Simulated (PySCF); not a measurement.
**C₂HNS, SMILES `N#CC=S`: what the electrons do**

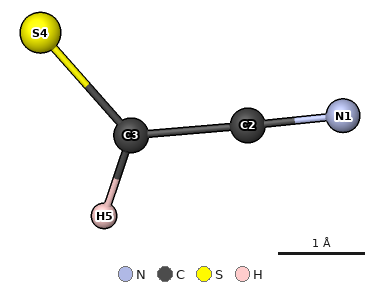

The molecule, with its atoms numbered as below. No frequency check shows the geometry to be a minimum.

Geometry (Å), atoms numbered from 1:

```
N1      -2.2611   -0.3660    0.0000
C2      -1.2168    0.1111    0.0000
C3       0.0688    0.6700    0.0000
S4       1.4119   -0.2425    0.0000
H5       0.1249    1.7556    0.0000
```

### 1. Bonding charge

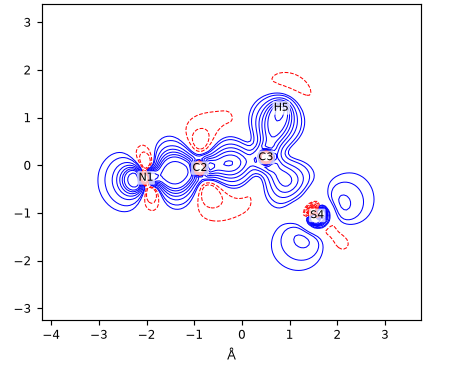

Deformation density (molecule less spherical, spin-averaged free atoms) in the molecular plane; contours at ±0.05 to ±0.8 e/Å³; solid blue lines: gain, dashed red lines: loss.

Computed with PySCF, PBE/def2-TZVP, geometry: GFN2-xTB. This is a single-reference result, which may miss multireference character in this system.

Describe the bonding that the map shows.

Answer. N1–C2: +1.00 e/Å³ at the bond critical point (bond length 1.15 Å, Mayer order 3.0). C3–H5: +0.75 e/Å³ at the bond critical point (bond length 1.09 Å, Mayer order 0.9). C2–C3: +0.59 e/Å³ at the bond critical point (bond length 1.40 Å, Mayer order 1.1). C3–S4: +0.19 e/Å³ at the bond critical point (bond length 1.62 Å, Mayer order 2.0). In all, 1.3 electrons gather in the regions of gain relative to the promolecule.

Where do the Hirshfeld charges lie?

Answer. The highest Hirshfeld charge is on C2 (+0.08 e), the lowest on N1 (−0.16 e).

| atom | charge (e) |
| --- | --- |
| N1 | −0.16 |
| C2 | +0.08 |
| C3 | +0.01 |
| S4 | 0.00 |
| H5 | +0.07 |

### 2. Bond critical points

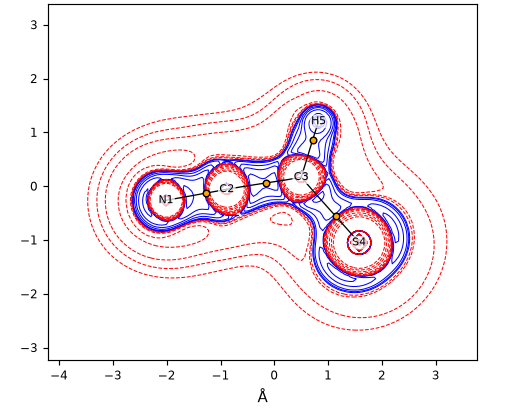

Negative Laplacian of the density (−∇²ρ) in the molecular plane (solid blue lines positive, dashed red lines negative, contours at ±0.02 to ±8 a.u.), with bond paths and bond critical points (dots).

At which bond critical points in this plane is charge locally concentrated, and at which depleted?

Answer. Concentrated (∇²ρ < 0): N1–C2 (−0.19 a.u.); C2–C3 (−0.88 a.u.); C3–H5 (−1.01 a.u.); C3–S4 (−0.24 a.u.). At none is it depleted.

Where along C3–H5 does the critical point lie?

Answer. 0.72 Å from C3 and 0.37 Å from H5.

### 3. Local ionisation energy

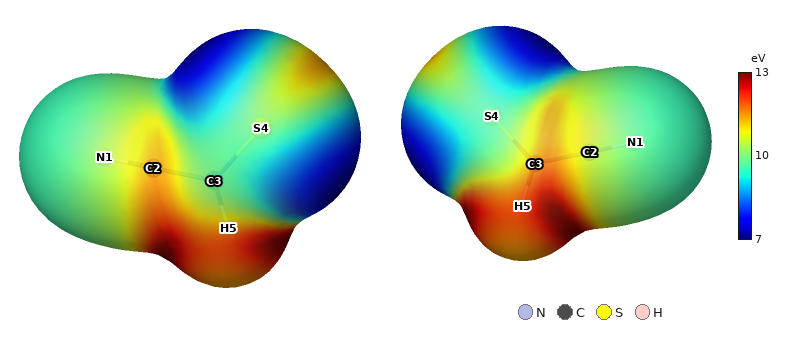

Average local ionisation energy on the surface of electron density 0.001 a.u. (back view left, front view right).

Where are the most loosely bound electrons on this surface?

Answer. The lowest value is 7.1 eV, 2.3 Å from S4. Further minima include 7.2 eV, 2.3 Å from S4; 9.5 eV, 1.9 Å from N1; 11.3 eV, 1.3 Å from H5. For comparison, the highest occupied orbital lies at −6.4 eV.

### 4. In an electric field

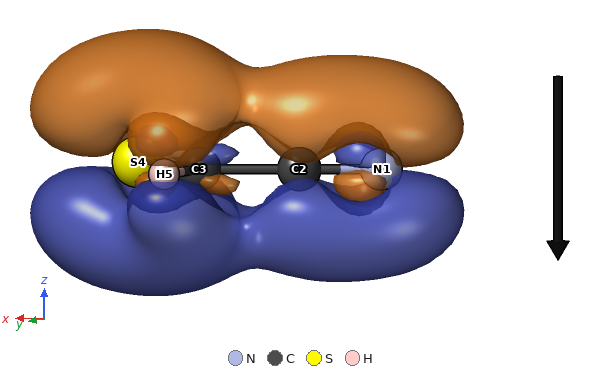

Change of the electron density in a uniform field of 0.41 V/Å along −z (arrow), surfaces at ±0.0015 e/Å³ (orange: gain, blue: loss).

PySCF calculation, ωB97X/def2-SVPD, gas phase; geometry: GFN2-xTB.

How large is the response?

Answer. The induced dipole is 0.66 D (along the field); α along this axis, from the fields in both directions, is 33 bohr³ (4.8 Å³).

Which atoms gain and lose the most charge?

Answer. Hardly any: no atom's Hirshfeld charge changes by as much as 0.002 e. The density shifts from one side of each atom to the other; 0.072 electrons are displaced in all.
